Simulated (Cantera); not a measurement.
Charge: 1 mol SiCl4, 2 mol HCl, 330 mol H2, at 1.00 bar.

Cantera equilibrium calculation (NASA polynomials, part measured and part estimated; ideal gas, pure solids and liquids). Candidate condensed phases: Si; 19 gas species. The tables' values for SiCl3 are old estimates; treat these amounts as uncertain. Gases not in the tables: Si2H6 and higher silanes. Kinetics and transport are ignored.

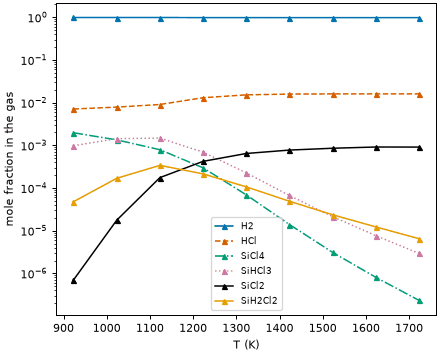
Equilibrium gas composition (values under 1e-9 drawn at 1e-9)

From 923 K to 1023 K nothing is condensed. From 1123 K to 1623 K the condensed part is Si(s). At 1723 K the condensed part is Si(l). The main Si-bearing gas is SiCl4 at 923 K and SiCl2 at 1723 K.
